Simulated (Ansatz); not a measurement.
**BH4NOSi: two geometries relaxed**

Are the two ends of the inversion of the pyramid at N1 separate minima, and which lies lower? Each is relaxed from a guess. SMILES of the start: N[SiH]1BO1.

Method: RKS BLYP-D4/def2-SVP, in Ansatz 0.2.0.

### Step 1. The structure to begin with

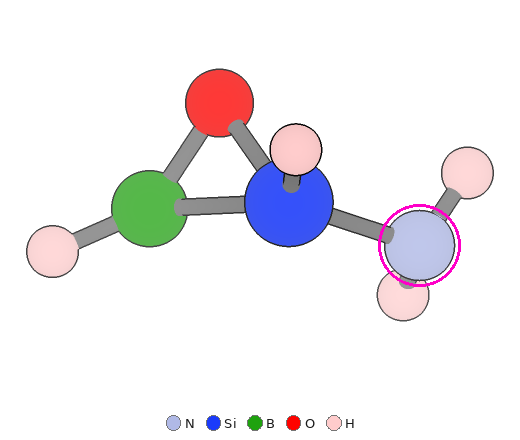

Start, viewed from a free direction; nitrogen light blue, silicon blue, boron green, oxygen red, hydrogen pink. Ringed: N1.

As a file:

```xyz
8

N    -0.9124    1.2546    0.1701
Si    0.5538    0.3488    0.1437
B     0.3961   -1.4055   -0.8054
O     0.3098   -1.2012    0.6452
H    -1.4191    1.1129    1.0608
H    -1.5837    0.9091   -0.5766
H     1.6927    0.8561    0.9738
H     1.0551   -1.9320   -1.6674
```

### Step 2. Relaxing end A

input.yaml

```yaml
crystal:
  periodic: [false, false, false]
  atoms:
    - { symbol: "N", position_ang: [-0.9124, 1.2546, 0.1701] }
    - { symbol: Si, position_ang: [0.5538, 0.3488, 0.1437] }
    - { symbol: B, position_ang: [0.3961, -1.4055, -0.8054] }
    - { symbol: O, position_ang: [0.3098, -1.2012, 0.6452] }
    - { symbol: H, position_ang: [-1.4191, 1.1129, 1.0608] }
    - { symbol: H, position_ang: [-1.5837, 0.9091, -0.5766] }
    - { symbol: H, position_ang: [1.6927, 0.8561, 0.9738] }
    - { symbol: H, position_ang: [1.0551, -1.932, -1.6674] }
basis:
  gaussian: { orbitals: def2-SVP }
hamiltonian:
  xc: blyp
  dispersion: d4
relax:
  f_tol: 0.015
  max_steps: 40
```

Started as:

```
$ ansatz run input.yaml --threads 1 --pin off --max-ram 2048MiB --backend cpu --events-out ev --progress --plain --runs-dir out
```

Log, shortened:

```text
Warning: RAYON_NUM_THREADS=1 ignored (pool sized by the plan → 1); use --threads N
[...]
Functional definition: BLYP
[...]
897 factors; their error is unknown
[...]
mean field -12148.43144329 eV, -446.4466210382 hartree, gradient 2.3e-5 eV, S^2 0.000000; 0 other end points of the search recorded, 0 dependent functions left out
[...]
reference -12148.43175212 eV, -446.4466323877 hartree; 19, 19 occupied and 61, 61 virtual orbitals, 897 factors
relax step   1: F+E_penalty+E_count = -12148.75293128 eV  Δ(F+E_penalty+E_count) = +0.000e0 eV  max|allowed force component| = 5.180e0 eV/Å  Δτ_max = 0.0000 Å  (29 SCF iters, accepted)
[...]
relax step   4: F+E_penalty+E_count = -12150.30301293 eV  Δ(F+E_penalty+E_count) = -1.694e-1 eV  max|allowed force component| = 7.924e-1 eV/Å  Δτ_max = 0.1517 Å  (28 SCF iters, accepted)
[...]
relax step   7: F+E_penalty+E_count = -12150.36163415 eV  Δ(F+E_penalty+E_count) = -1.154e-2 eV  max|allowed force component| = 9.439e-2 eV/Å  Δτ_max = 0.1000 Å  (28 SCF iters, accepted)
[...]
relax step  10: F+E_penalty+E_count = -12150.36599252 eV  Δ(F+E_penalty+E_count) = -1.187e-3 eV  max|allowed force component| = 1.491e-1 eV/Å  Δτ_max = 0.0259 Å  (30 SCF iters, accepted)
[...]
relax step  12: F+E_penalty+E_count = -12150.36657784 eV  Δ(F+E_penalty+E_count) = +2.092e-5 eV  max|allowed force component| = 2.457e-2 eV/Å  Δτ_max = 0.0093 Å  (30 SCF iters, rejected (line search))
[...]
relax step  13: F+E_penalty+E_count = -12150.36664755 eV  Δ(F+E_penalty+E_count) = -4.879e-5 eV  max|allowed force component| = 1.027e-2 eV/Å  Δτ_max = 0.0044 Å  (24 SCF iters, accepted)
897 factors; their error is unknown
mean field -12150.05749139 eV, -446.5063772039 hartree, gradient 2.1e-5 eV, S^2 0.000000; 1 other end points of the search recorded, 0 dependent functions left out
[...]
reference -12150.05781283 eV, -446.5063890165 hartree; 19, 19 occupied and 61, 61 virtual orbitals, 897 factors
Total energy: -12150.36696899 eV, -446.5177502957 hartree
Atom 0 at    -0.997088     1.158721     0.214509 Å, force     0.007001    -0.003581    -0.002753 eV/Å
Atom 1 at     0.496900     0.309429     0.087366 Å, force    -0.002230    -0.010267     0.003502 eV/Å
Atom 2 at     0.778092    -1.367928    -0.829092 Å, force     0.001284     0.005729    -0.000867 eV/Å
Atom 3 at     0.459658    -1.517865     0.461274 Å, force     0.000239     0.006667     0.000813 eV/Å
Atom 4 at    -1.314133     1.592217     1.085351 Å, force     0.001445     0.000855     0.002126 eV/Å
Atom 5 at    -1.760815     1.024856    -0.450641 Å, force    -0.005770     0.000880    -0.002500 eV/Å
Atom 6 at     1.426703     0.902314     1.092974 Å, force    -0.000905     0.000322    -0.000256 eV/Å
Atom 7 at     1.002983    -2.158944    -1.717541 Å, force    -0.001065    -0.000604    -0.000066 eV/Å
Dipole moment:    -0.308783     0.373970    -0.007090 e Å
```

Run time: 43 s. Hardware: 1 thread of Intel Xeon at 2.70GHz, shared host; peak memory 0.15 GiB.

The steps of the relaxation:

```tsv
step	energy from step 1 (eV)	largest force component (eV/Å)
1	0.0000	5.1804
2	-1.0293	2.5836
3	-1.3807	1.7212
4	-1.5501	0.7924
5x	-1.5213	1.0559
6	-1.5972	0.2338
7	-1.6087	0.0944
8	-1.6117	0.1498
9	-1.6119	0.0794
10	-1.6131	0.1491
11	-1.6137	0.0309
12x	-1.6136	0.0246
13	-1.6137	0.0103
```

Step 1 is the start. 2 steps were tried and not accepted (5, 12; marked x where the table lists them).

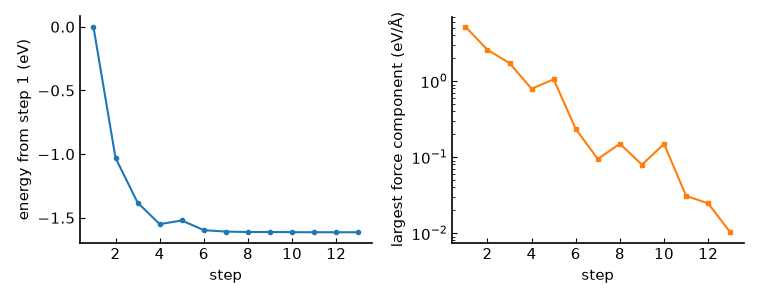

How energy and force went from step to step.

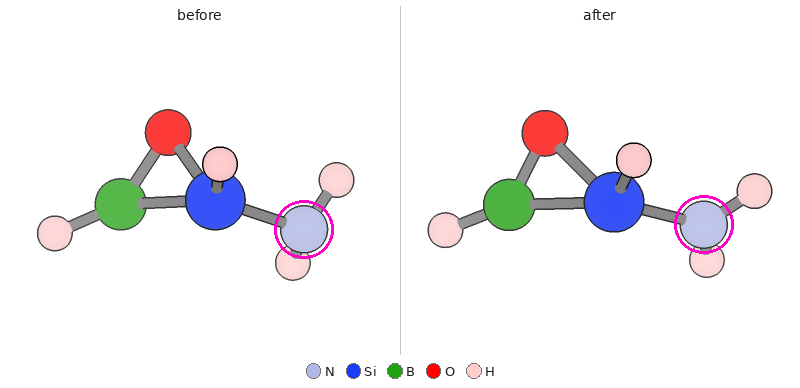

The structure before (left) and after (right), drawn at the same scale.

After: Bond lengths: N1–Si2 1.723 Å, Si2–B3 1.932 Å, Si2–O4 1.866 Å, B3–O4 1.338 Å, N1–H5 1.023 Å, N1–H6 1.022 Å, Si2–H7 1.492 Å, B3–H8 1.211 Å. Angles: N1–Si2–B3 126.1°, N1–Si2–O4 116.8°, N1–Si2–H7 107.1°, B3–Si2–O4 41.2°, B3–Si2–H7 125.0°, O4–Si2–H7 105.5°, Si2–N1–H5 122.7°, Si2–N1–H6 122.4°, H5–N1–H6 112.2°, Si2–B3–O4 66.7°, Si2–B3–H8 160.5°, O4–B3–H8 132.8°, Si2–O4–B3 72.1°.

### Step 3. End point B

The second end starts from a geometry with the move made by hand.

Changes to input.yaml since step 2:

```diff
@@ -7,4 +7,4 @@
     - { symbol: O, position_ang: [0.3098, -1.2012, 0.6452] }
-    - { symbol: H, position_ang: [-1.4191, 1.1129, 1.0608] }
-    - { symbol: H, position_ang: [-1.5837, 0.9091, -0.5766] }
+    - { symbol: H, position_ang: [-0.90328, 1.95152, 0.93455] }
+    - { symbol: H, position_ang: [-1.01648, 1.8313, -0.71543] }
     - { symbol: H, position_ang: [1.6927, 0.8561, 0.9738] }
@@ -19 +19,3 @@
   max_steps: 40
+output:
+  orbitals: {}
```

Started as:

```
$ ansatz run input.yaml --threads 1 --pin off --max-ram 2048MiB --backend cpu --events-out ev --progress --plain --runs-dir out
```

Log, shortened:

```text
Warning: RAYON_NUM_THREADS=1 ignored (pool sized by the plan → 1); use --threads N
[...]
[... 1 set-up line as earlier in the session ...]
[...]
897 factors; their error is unknown
[...]
mean field -12148.51752737 eV, -446.4497845699 hartree, gradient 5.6e-5 eV, S^2 0.000000; 0 other end points of the search recorded, 0 dependent functions left out
[...]
reference -12148.51784876 eV, -446.4497963807 hartree; 19, 19 occupied and 61, 61 virtual orbitals, 897 factors
relax step   1: F+E_penalty+E_count = -12148.83456504 eV  Δ(F+E_penalty+E_count) = +0.000e0 eV  max|allowed force component| = 4.845e0 eV/Å  Δτ_max = 0.0000 Å  (28 SCF iters, accepted)
[...]
relax step   4: F+E_penalty+E_count = -12150.25980717 eV  Δ(F+E_penalty+E_count) = -9.370e-2 eV  max|allowed force component| = 6.119e-1 eV/Å  Δτ_max = 0.1997 Å  (35 SCF iters, accepted)
[...]
reference -12150.05780354 eV, -446.5063886750 hartree; 19, 19 occupied and 61, 61 virtual orbitals, 897 factors
Total energy: -12150.36693124 eV, -446.5177489085 hartree
Atom 0 at    -0.634106     1.551943     0.097386 Å, force     0.005791     0.006274     0.012848 eV/Å
Atom 1 at     0.671374     0.427723     0.099682 Å, force     0.007867     0.006110     0.006098 eV/Å
Atom 2 at     0.707435    -1.280228    -0.798931 Å, force    -0.012823    -0.011730    -0.006686 eV/Å
Atom 3 at     0.249842    -1.352412     0.456515 Å, force     0.005121     0.007790    -0.000725 eV/Å
Atom 4 at    -0.927067     2.056781     0.937744 Å, force    -0.003225    -0.001103    -0.002236 eV/Å
Atom 5 at    -1.349637     1.566269    -0.631467 Å, force    -0.001319    -0.004951    -0.006259 eV/Å
Atom 6 at     1.606314     0.844086     1.186341 Å, force    -0.006129    -0.001895    -0.003142 eV/Å
Atom 7 at     0.851185    -2.110542    -1.668149 Å, force     0.004719    -0.000494     0.000103 eV/Å
Dipole moment:    -0.227744     0.431518    -0.031713 e Å
```

Wall time 32 s (1 thread of Intel Xeon at 2.70GHz, shared host); peak memory 0.15 GiB.

Relaxation path:

```tsv
step	energy from step 1 (eV)	largest force component (eV/Å)
1	0.0000	4.8452
2	-0.9548	2.3940
3	-1.3315	1.4877
4	-1.4252	0.6119
5	-1.4788	0.5249
6	-1.4877	0.4386
7	-1.5020	0.4910
8	-1.5218	0.4075
9	-1.5306	0.1700
10	-1.5312	0.0937
11	-1.5313	0.0474
12	-1.5320	0.0128
```

Step 1 is the start.

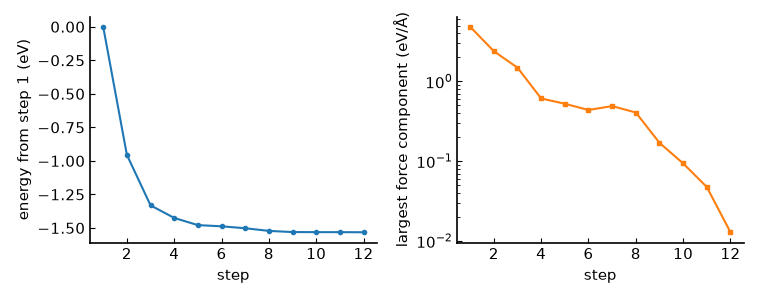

Energy and largest force along the relaxation.

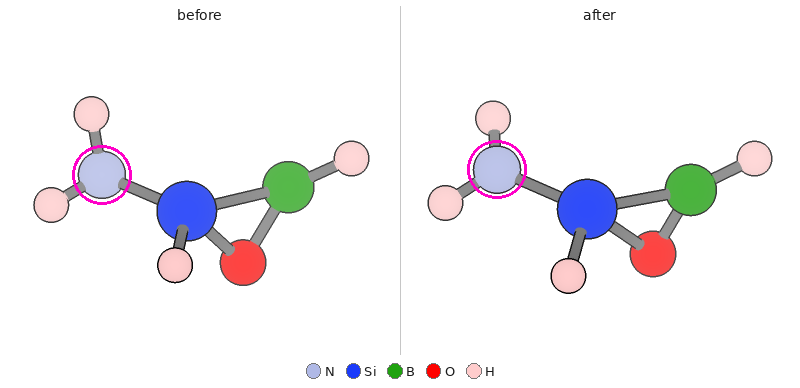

The structure before (left) and after (right), drawn at the same scale.

After: Bond lengths: N1–Si2 1.723 Å, Si2–B3 1.930 Å, Si2–O4 1.864 Å, B3–O4 1.338 Å, N1–H5 1.023 Å, N1–H6 1.021 Å, Si2–H7 1.493 Å, B3–H8 1.211 Å. Angles: N1–Si2–B3 126.2°, N1–Si2–O4 116.9°, N1–Si2–H7 107.1°, B3–Si2–O4 41.3°, B3–Si2–H7 125.0°, O4–Si2–H7 105.6°, Si2–N1–H5 122.5°, Si2–N1–H6 122.7°, H5–N1–H6 112.2°, Si2–B3–O4 66.7°, Si2–B3–H8 160.6°, O4–B3–H8 132.6°, Si2–O4–B3 72.0°.

### Step 4. Outcome

| quantity | value |
| --- | --- |
| end A | 10 moves, 1.614 eV lower |
| end B | 11 moves, 1.532 eV lower |
| largest difference between the ends | 0.01 Å |
| end B relative to end A | +0.000 eV |

What this shows: The two relaxations end at one structure, within 0.01 Å: no second minimum was found from this start, which doesn't rule one out.
